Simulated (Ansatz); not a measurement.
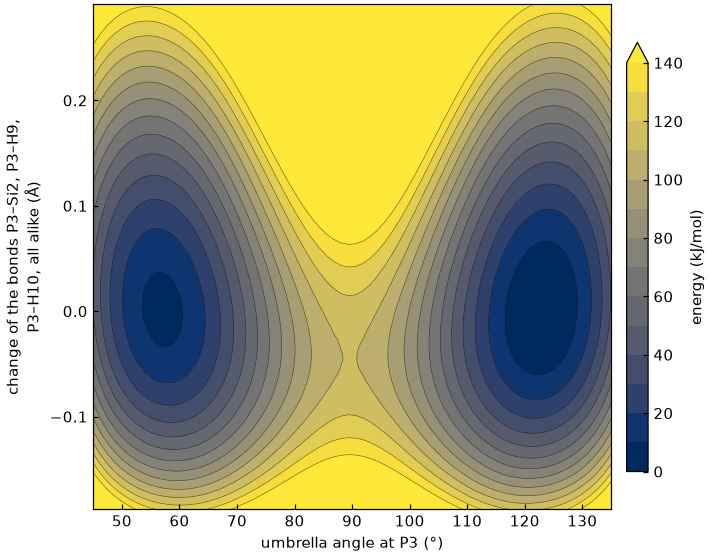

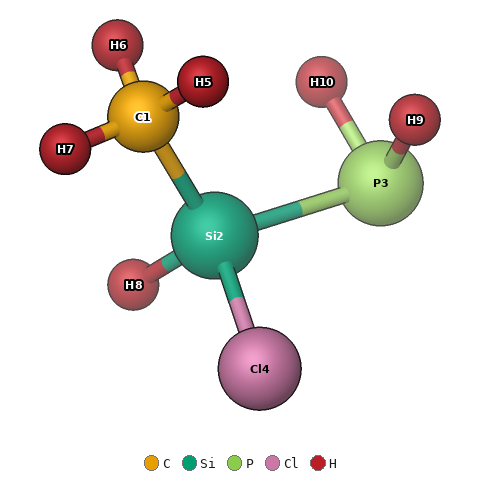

Energy landscape of CH₆ClPSi, SMILES C[SiH](P)Cl. The first coordinate is: umbrella angle at P3 (between each of its bonds and their common axis; 90 is planar); the second: change of the bonds P3–Si2, P3–H9, P3–H10, all alike. Nothing is relaxed (all other coordinates rigid). The grid has 11 × 11 points. Points are written as (first, second). All energies are given in kJ/mol relative to the relaxed molecule at the same level. Method: RKS B3LYP-D4/def2-SVP in Ansatz.

In the figure: filled contours, one colour for all values above the top of the scale. Between grid points the surface is interpolated. The second picture is the structure at the lowest point.

### What does the map say about the system?

The lowest grid point is at (126°, 0.003 Å), 2.3 kJ/mol from the relaxed molecule at the same level. A higher local minimum lies near (54°, 0.003 Å) (7 kJ/mol above the lowest at that grid point). The highest grid point, (90°, 0.291 Å), lies 312 kJ/mol above the lowest. On the interpolated surface the easiest way out of the lowest well to the well at about (56°, 0.00 Å) passes a barrier of about 110 kJ/mol. Round the minimum the two coordinates are weakly coupled (coupling −0.12 in units of the two stiffnesses).

Grid values (kJ/mol):

```tsv
second ↓, first →	45	54	63	72	81	90	99	108	117	126	135
0.291	166	141	159	212	280	314	274	205	153	136	160
0.243	134	107	124	176	240	271	235	169	118	102	128
0.195	105	76	92	141	202	230	197	135	85	70	98
0.147	81	49	63	111	167	193	163	104	56	43	74
0.099	62	28	40	85	137	160	133	78	33	22	55
0.051	51	14	23	65	113	134	110	59	17	7	43
0.003	50	9	16	54	98	117	95	48	9	2	41
−0.045	60	16	19	54	94	110	90	48	13	9	50
−0.092	84	36	36	67	103	118	100	61	29	28	73
−0.140	126	74	71	97	130	143	126	92	64	66	115
−0.188	190	135	128	150	178	189	175	144	120	126	178
```

The input of one point:

```yaml
crystal:
  periodic: [false, false, false]
  atoms:
    - { symbol: C, position_ang: [-0.845424, 1.04068, 0.395821] }
    - { symbol: Si, position_ang: [-0.128402, -0.37509, -0.602819] }
    - { symbol: P, position_ang: [1.884248, -1.144239, 0.1311] }
    - { symbol: Cl, position_ang: [-1.45368, -1.989956, -0.508064] }
    - { symbol: H, position_ang: [-0.973516, 0.746816, 1.449267] }
    - { symbol: H, position_ang: [-0.174331, 1.914372, 0.356499] }
    - { symbol: H, position_ang: [-1.828614, 1.33743, -0.003714] }
    - { symbol: H, position_ang: [0.018242, 0.009536, -2.034494] }
    - { symbol: H, position_ang: [1.398294, -1.052618, 1.476629] }
    - { symbol: H, position_ang: [2.333395, 0.21682, 0.219156] }
basis:
  gaussian: { orbitals: def2-SVP }
hamiltonian:
  xc: { name: B3LYP }
  dispersion: d4
output:
  forces: true
```

The whole map (121 points run) took 7.9 min on 1 thread of Intel(R) Xeon(R) Platinum 8375C CPU @ 2.90GHz (Ice Lake), with other jobs on the host.
